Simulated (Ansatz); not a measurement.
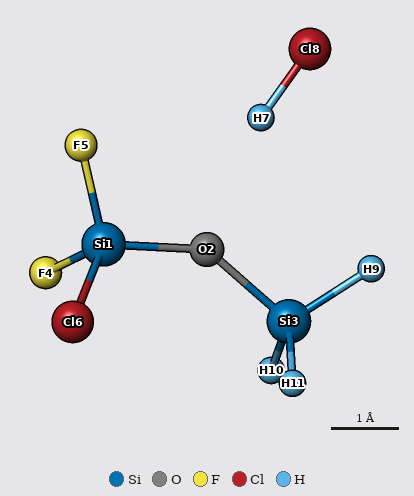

Figure 1. The structure as given in the input (ball-and-stick view, seen at a tilt; atoms are numbered from 1 in the order of the input). Bond lengths as drawn: Cl–H 1.28 Å, Cl–Si 2.01 Å, F–Si 1.57 Å, H–Si 1.48 Å and O–Si 1.60 to 1.67 Å.

Single-point calculation of Si$_{2}$H$_{4}$Cl$_{2}$OF$_{2}$

Si$_{2}$H$_{4}$Cl$_{2}$OF$_{2}$, computed with RKS PBE0-D4/def2-TZVPP (Ansatz 0.2.0).

The geometry is the reactant side of a reaction. The reaction was set up to form Si1–Cl8 and O2–H7 and to break Si1–O2 and H7–Cl8 (atoms counted from 1 in the order of the input); sticks are drawn by distance alone. The geometry comes from this level: PBE0-D4/def2-TZVP.

### The program's output
```
Functional definition: PBE0
  name "PBE0"
  cite "Adamo & Barone, J. Chem. Phys. 110, 6158 (1999) doi:10.1063/1.478522"
  cite "Perdew, Burke & Ernzerhof, Phys. Rev. Lett. 77, 3865 (1996) doi:10.1103/PhysRevLett.77.3865"
  parent pbe
  parameter a = 0.25
  parameter kappa = 0.804
  parameter beta = 0.06672455060314922
  exchange = (1 - a)*pbe_x(kappa = kappa, mu = beta*pi^2/3) + a*exact_x
  correlation = pbe_c(beta = beta)
1931 factors; their error is unknown
mean field evaluation 1: about -48330.7577 eV, gradient 6.5e1 eV
mean field evaluation 2: about -48322.2409 eV, gradient 9.7e1 eV
mean field evaluation 4: about -48336.6972 eV, gradient 4.4e0 eV
mean field evaluation 8: about -48336.7232 eV, gradient 4.8e-2 eV
mean field evaluation 16: about -48336.8458 eV, gradient 7.0e-5 eV
mean field -48336.84577553 eV, -1776.3463183598 hartree, gradient 7.0e-5 eV, S^2 0.000000; 0 other end points of the search recorded, 0 dependent functions left out
reference -48336.84581182 eV, -1776.3463196934 hartree; 46, 46 occupied and 271, 271 virtual orbitals, 1931 factors
Total energy: -48337.13467436 eV, -1776.3569351959 hartree
```

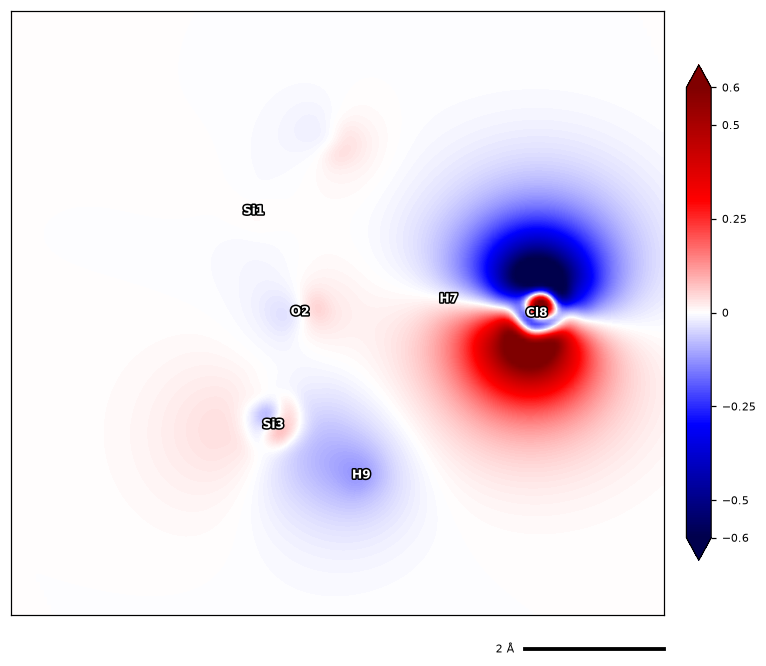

Figure 2. One frontier orbital on the plane of atoms Si1, O2 and Si3 (values in Å⁻³ᐟ²; the overall sign is arbitrary). The HOMO, at −9.19 eV.

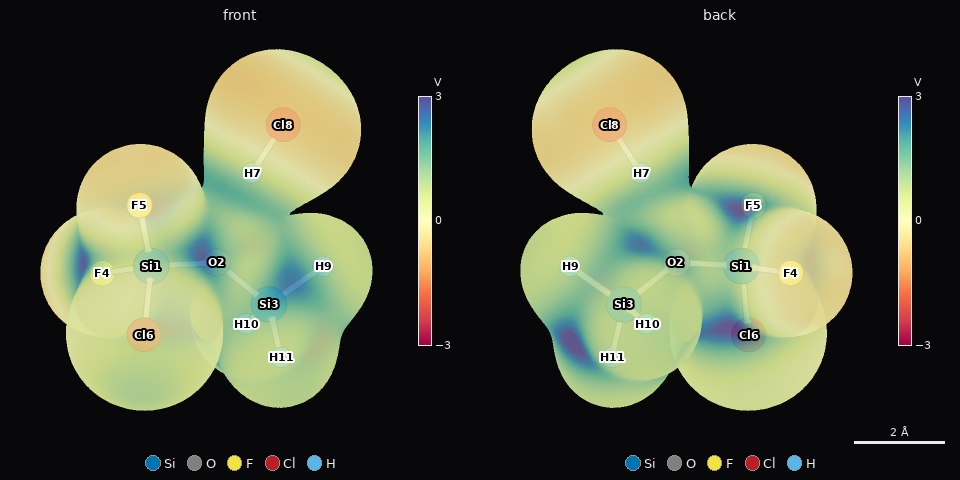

Figure 3. The electrostatic potential painted on the density surface at 0.004 e/bohr³, seen at a tilt and from behind; red is negative and blue positive.

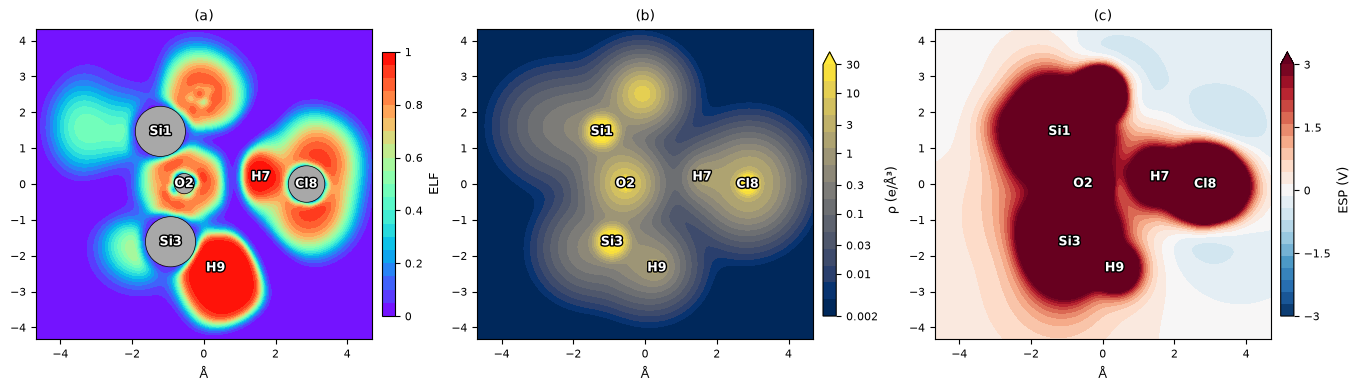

Figure 4. (a) ELF; (b) electron density; (c) molecular electrostatic potential on the plane of atoms Si1, O2 and Si3. Grey discs, where drawn, cover atomic cores. O2···H7 (2.15 Å): ρ is about 0.2 e/Å³ halfway, with its minimum of 0.11 e/Å³ about 1.3 Å from O; the ELF is only about 0.05 between them (a non-bonded, intermolecular contact). Cl–H (1.28 Å): ρ is about 2 e/Å³ halfway, with its minimum of 1.7 e/Å³ about 0.9 Å from Cl; the ELF climbs to about 1 towards the hydrogen, as it does in any bond to H. Si–H (1.48 Å): ρ at the midpoint is about 0.84 e/Å³; the ELF climbs to about 1 towards the hydrogen.

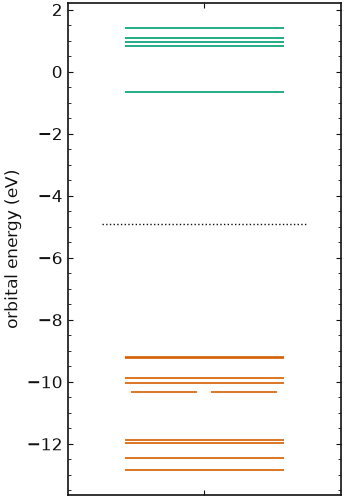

Figure 5. Orbital energies near the frontier; the dotted line parts filled from empty levels, and levels within 0.02 eV of each other stand side by side. Highest filled −9.19 eV, lowest empty −0.64 eV, 8.55 eV apart.

The run was set up as follows.

### Input file
```yaml
crystal:
  periodic: [false, false, false]
  atoms:
    - {symbol: Si, position_ang: [-0.710888, 0.009436, 1.468225]}
    - {symbol: O, position_ang: [-0.060528, -0.003447, 0.003241]}
    - {symbol: Si, position_ang: [0.528469, -1.034476, -1.164396]}
    - {symbol: F, position_ang: [-2.203221, -0.480336, 1.411091]}
    - {symbol: F, position_ang: [-0.711670, 1.493042, 1.981118]}
    - {symbol: Cl, position_ang: [0.305106, -1.155415, 2.754969]}
    - {symbol: H, position_ang: [0.252298, 2.020728, -0.665390]}
    - {symbol: Cl, position_ang: [0.525092, 3.087186, -1.326393]}
    - {symbol: H, position_ang: [1.161451, -0.184463, -2.193981]}
    - {symbol: H, position_ang: [-0.601723, -1.807169, -1.729301]}
    - {symbol: H, position_ang: [1.515615, -1.945086, -0.539183]}
basis:
  gaussian: {orbitals: def2-TZVPP}
hamiltonian: {xc: pbe0, dispersion: d4}
output: {orbitals: {seedname: orbitals}}
```

Run as:
```bash
ansatz run in.yaml --threads 4 --pin off --events-out ev --progress --plain --max-ram 66560MiB --backend cuda --devices 0, --max-vram 37GiB
```

### Results in brief

```csv
quantity,value
outcome,converged
total energy,−48337.1347 eV
mean-field energy,−48336.8458 eV
dispersion energy,−0.2889 eV
SCF solution under orbital rotations,stable
HOMO,−9.19 eV
LUMO,−0.64 eV
hardware,"4 CPU threads, shared host"
wall time,6 s (CPU time 3.2 s; the host was busy)
peak memory,0.84 GiB
```
